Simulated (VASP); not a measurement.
Band structure of Ge (diamond). All values below come from modified Becke-Johnson potential (mBJ) with spin-orbit coupling, VASP's PBE PAW potentials (set 64) (plane waves; VASP).

mBJ is a potential without an energy functional, so only the levels count.

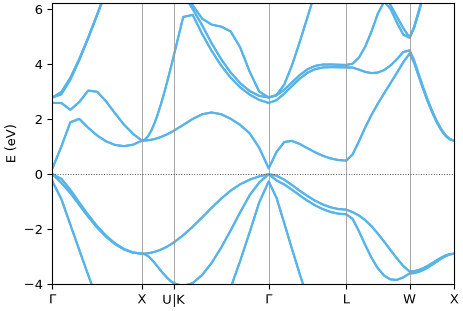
Fig. 1. Bands along high-symmetry lines, zero at the valence-band maximum or, without a gap, the Fermi level

Q: Read the plot: is there a gap, and where are the band edges?

A: The gap is direct, 0.21 eV, from the valence maximum at Γ to the conduction minimum at Γ.

Measured: gap 0.79 eV (computed value off by -0.58 eV), as given by Anna Miglio et al., npj Computational Materials (2020), arXiv:2011.12765 [measured zero-point renormalisation of 52 meV added back].

The compound is Ge in the diamond structure. It was relaxed first, which changed the volume by +5 %. The cell's shape comes from a PBE relaxation.
